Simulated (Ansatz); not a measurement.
# BF (SMILES [B]F) at BCCD(T)/def2-TZVPPD

Aim: the energy change on altering one bond length of BF at BCCD(T)/def2-TZVPPD, from 2 runs. 

The results are computed with Ansatz 0.2.0.

39 further runs of the same task are left out: 1 that didn't finish, 38 set aside as unsound or not needed.

## (1) The system as given

BF: 2 atoms, total charge 0, spin state singlet. As SMILES, `[B]F`. The shape is that of a PBE0-D4/def2-TZVP optimisation.

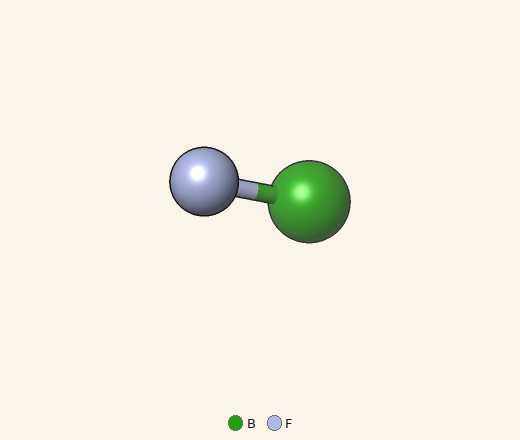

The structure, seen from a chosen angle (boron green, fluorine light blue).

## (2) The energy at BCCD(T)/def2-TZVPPD

Contents of input.yaml:

```yaml
crystal:
  periodic: [false, false, false]
  atoms:
    - {symbol: B, position_ang: [0.000000, -0.000000, -0.009350]}
    - {symbol: F, position_ang: [-0.000000, 0.000000, 1.253740]}
basis:
  gaussian: {orbitals: def2-TZVPPD.json}
correlation: {method: bccd_t, frozen_orbitals: {B: 1, F: 1}}
accuracy: high
scf: {omitted_lower_state_checks: [cluster_reference, increment]}
```

The basis set def2-TZVPPD is read from a file made from the Basis Set Exchange's data (not shown).

On the command line:

```sh
$ ansatz run input.yaml --threads 1 --pin off --max-ram 3480MiB --events-out events.jsonl --progress --plain --runs-dir runs
```

The log of the run, cut to the lines that bear on the results:

```text
Warning: RAYON_NUM_THREADS=1 ignored (pool sized by the plan → 1); use --threads N
Functional definition: HF
  name "HF"
[...]
1035 factors; integrals over basis functions are off by at most 3.7e-9 eV
[...]
mean field -3378.63170719 eV, -124.1624251205 hartree, gradient 7.3e-9 eV, S^2 0.000000; 0 other end points of the search recorded, 0 dependent functions left out
2 core orbitals not correlated: weight in the atoms' cores, before any rotation towards them, 1.000 or more for the frozen orbitals, at most 0.000 for the correlated occupied ones
reference -3378.63170719 eV, -124.1624251205 hartree; 5, 5 occupied and 70, 70 virtual orbitals, 1035 factors
second order -8.74551963 eV of doubles, -0.00000000 eV of singles
cycle   1  -8.74379340 eV  change    1.7e-3 eV  update   8.2e-2
[...]
cycle  21  -9.06969859 eV  change  -8.0e-11 eV  update  5.4e-10
perturbative correction -0.32734184 eV, -0.0120295907 hartree
Total energy: -3388.02874762 eV, -124.5077599866 hartree
Checks for a lower state left out: cluster_reference, increment
```

Wall time 3.6 s (1 thread of Arm Neoverse V1, shared host); peak memory 0.34 GiB.

## (3) The distorted shape at the same level

Contents of input.yaml:

```yaml
crystal:
  periodic: [false, false, false]
  atoms:
    - {symbol: B, position_ang: [0.000000, -0.000000, -0.198860]}
    - {symbol: F, position_ang: [-0.000000, 0.000000, 1.253740]}
basis:
  gaussian:
    orbitals: def2-TZVPPD.json
accuracy: high
correlation:
  method: bccd_t
  frozen_orbitals: {B: 1, F: 1}
scf:
  omitted_lower_state_checks: [cluster_reference, increment]
```

The basis set def2-TZVPPD is read from a file made from the Basis Set Exchange's data (not shown).

On the command line:

```sh
$ ansatz run input.yaml --threads 1 --pin off --max-ram 3480MiB --events-out events.jsonl --progress --plain --runs-dir runs
```

The log of the run, cut to the lines that bear on the results:

```text
Warning: RAYON_NUM_THREADS=1 ignored (pool sized by the plan → 1); use --threads N
Functional definition: HF
  name "HF"
[...]
1029 factors; integrals over basis functions are off by at most 3.8e-9 eV
[...]
mean field -3377.87405584 eV, -124.1345819468 hartree, gradient 2.3e-8 eV, S^2 0.000000; 0 other end points of the search recorded, 0 dependent functions left out; unrestricted orbitals would lower it
2 core orbitals not correlated: weight in the atoms' cores, before any rotation towards them, 1.000 or more for the frozen orbitals, at most 0.000 for the correlated occupied ones
reference -3377.87405584 eV, -124.1345819468 hartree; 5, 5 occupied and 70, 70 virtual orbitals, 1029 factors
second order -8.94305269 eV of doubles, -0.00000000 eV of singles
cycle   1  -8.84429854 eV  change    9.9e-2 eV  update   9.7e-2
[...]
cycle  22  -9.24990744 eV  change  -3.1e-10 eV  update  5.0e-10
perturbative correction -0.37851192 eV, -0.0139100566 hartree
Total energy: -3387.50247520 eV, -124.4884198320 hartree
Checks for a lower state left out: cluster_reference, increment
```

Wall time 3.6 s (1 thread of Arm Neoverse V1, shared host); peak memory 0.34 GiB.

## (4) Outcome

At BCCD(T)/def2-TZVPPD, 2 core orbitals frozen:

| quantity | value |
| --- | --- |
| first shape: total energy | -124.50776 Eh |
| first shape: correlation energy (2 core orbitals frozen) | -345.3 mEh |
| first shape: (T) correction | -12.03 mEh |
| distorted shape: total energy | -124.48842 Eh |
| distorted shape: correlation energy (2 core orbitals frozen) | -353.8 mEh |
| distorted shape: (T) correction | -13.91 mEh |
| energy change with the B1–F2 bond stretched from 1.263 to 1.453 Å | 0.526 eV |

In words: With the B1–F2 bond stretched from 1.263 to 1.453 Å the energy rises by 0.53 eV (12.1 kcal/mol). The first shape isn't relaxed at this level, so the change isn't measured from a minimum. The triples (first shape) make up 3.5 % of the correlation energy. The restricted solution (distorted shape) is unstable to spin breaking: an unrestricted one lies lower. The triples (distorted shape) make up 3.9 % of the correlation energy.
